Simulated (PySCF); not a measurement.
# Excited-state calculation of Si₅PH₁₁

- system: Si₅PH₁₁, SMILES P[SiH]1[SiH2][SiH2][SiH2][SiH2]1
- method: TDDFT CAM-B3LYP/def2-SVPD, vertical, gas phase, core orbitals frozen in the response (PySCF 2.14.0)

The geometry comes from this level: PBE0-D3(BJ)/def2-SVP.

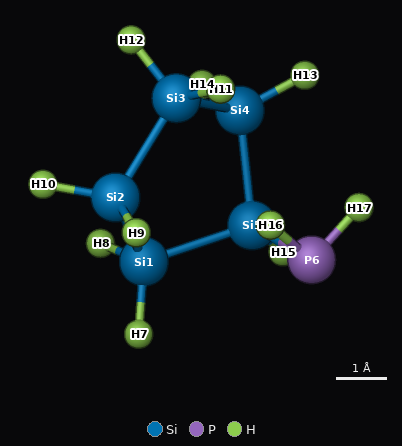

*The structure (ball-and-stick view, seen at a tilt; atoms are numbered from 1 in the order of the input).*

Bond lengths as drawn: H–P 1.43 Å, H–Si 1.50 Å, P–Si 2.28 Å and Si–Si 2.34 to 2.37 Å.

The input
```
{"job": {"kind": "uv", "xc": "CAM-B3LYP", "basis": "def2-SVPD", "nstates": 6, "ntriplets": 2, "ip": true}, "charge": 0, "multiplicity": 1}
Si    -0.680607    -1.868784     0.717851
Si     1.543625    -1.103902     0.868101
Si     1.413862     1.253774     0.683948
Si    -0.869574     1.752065     0.364565
Si    -1.633644    -0.217869    -0.650861
P     -0.610918    -0.455731    -2.675763
H     -0.786266    -3.251217     0.157560
H     -1.318470    -1.831370     2.072353
H      2.339989    -1.657912    -0.272442
H      2.196064    -1.517232     2.149478
H      2.212141     1.718761    -0.494132
H      1.950206     1.917805     1.913043
H     -1.076513     2.957140    -0.498255
H     -1.524406     1.980703     1.692764
H     -3.113613    -0.323643    -0.834063
H      0.695600    -0.264595    -2.120805
H     -0.742568     0.918224    -3.050990
```

The first line tells a small driver script what to run in PySCF; the rest is the geometry in Å.

Machine: 1 CPU thread, shared host.

Launch command:
```bash
OMP_NUM_THREADS=1 python <driver script> task.json out
```

What the program printed
```
coarse grid: 16568 points
cycle   1  E = -1794.6546923024  dE = -1.293e-01  |g| = 2.145e-01  |ddm| = 4.654e+00
cycle   2  E = -1794.6712360045  dE = -1.654e-02  |g| = 1.237e-01  |ddm| = 6.288e-01
cycle   3  E = -1794.6767626329  dE = -5.527e-03  |g| = 4.371e-02  |ddm| = 3.251e-01
cycle   4  E = -1794.6775808945  dE = -8.183e-04  |g| = 6.144e-03  |ddm| = 9.966e-02
cycle   5  E = -1794.6775983644  dE = -1.747e-05  |g| = 1.344e-03  |ddm| = 2.088e-02
cycle   6  E = -1794.6775992510  dE = -8.866e-07  |g| = 4.404e-04  |ddm| = 4.273e-03
final grid: 130648 points
cycle   7  E = -1794.8989772768  dE = -6.381e-06  |g| = 6.438e-04  |ddm| = 3.379e-02
cycle   8  E = -1794.8989774140  dE = -1.371e-07  |g| = 3.869e-04  |ddm| = 4.315e-03
cycle   9  E = -1794.8989774729  dE = -5.890e-08  |g| = 8.842e-05  |ddm| = 9.830e-04
cycle  10  E = -1794.8989774767  dE = -3.788e-09  |g| = 2.253e-05  |ddm| = 3.228e-04
cycle  11  E = -1794.8989774769  dE = -2.337e-10  |g| = 8.324e-06  |ddm| = 7.592e-05
```

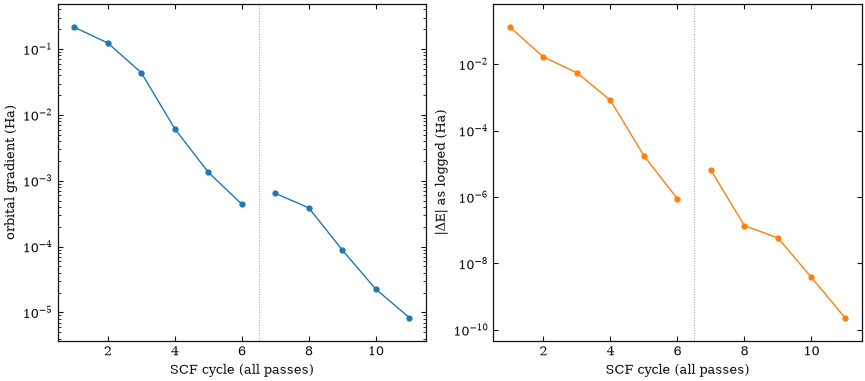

*Convergence of the self-consistent field: orbital gradient and size of the energy change against the SCF cycle. The dotted line marks the change from a coarse to the final integration grid.*

The first 6 cycles use a coarse grid, the final grid takes over at cycle 7, and the field converges after 11 cycles in all.

```
converged SCF energy = -1794.8989774769

Static polarisability (au): isotropic 174.030, principal 160.875 178.520 182.695

Singlet excitations
state   eV       nm        f      main configurations
  1   5.5074    225.1   0.01501   H->L 0.75, H-1->L 0.15
  2   5.7806    214.5   0.00417   H-2->L 0.58, H-1->L 0.32
  3   6.0206    205.9   0.00902   H->L+1 0.26, H-1->L 0.25, H-2->L 0.16
  4   6.1426    201.8   0.00560   H->L+1 0.36, H->L+2 0.15, H->L+7 0.12
  5   6.2783    197.5   0.13256   H->L+1 0.22, H-1->L 0.17, H->L+2 0.12
  6   6.3463    195.4   0.00324   H->L+2 0.43, H->L+3 0.15, H-1->L+2 0.11

Triplet excitations (Tamm-Dancoff, eV): 5.0733 5.3444
Vertical ionisation energy (delta-SCF) = 8.9958 eV
```

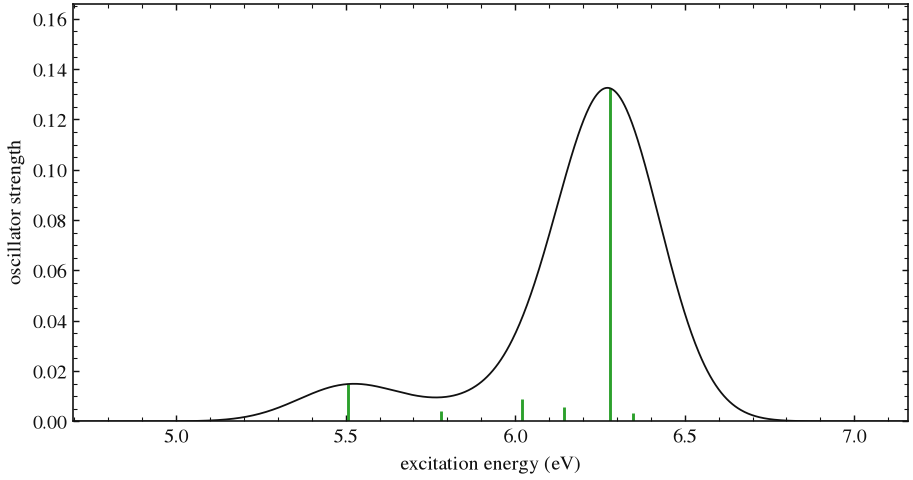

*Computed excitations as sticks (degenerate states added up, dark ones marked on the axis), with a Gaussian envelope of 0.35 eV full width at half maximum, scaled to the tallest.*

Of the 6 states the lowest lies at 5.51 eV (f = 0.015); the strongest line is at 6.28 eV, or 197 nm (f = 0.133).

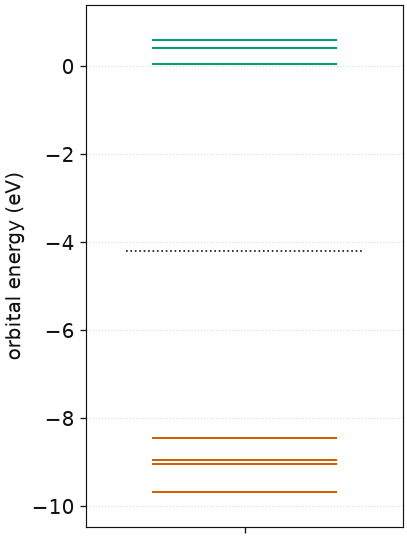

*Orbital energies near the frontier; the dotted line parts filled from empty levels, and levels within 0.02 eV of each other stand side by side.*

Highest filled −8.44 eV, lowest empty 0.06 eV, 8.50 eV apart.

Results in brief

```csv
quantity,value
outcome,converged
total energy,−1794.898977 hartree
HOMO,−8.44 eV
LUMO,0.06 eV
dipole moment,0.59 D
mean polarisability,174.03 a.u.
vertical ionisation energy,9.00 eV
lowest singlet excitation,5.51 eV
wall time,6.6 min
peak memory,1.3 GiB
```
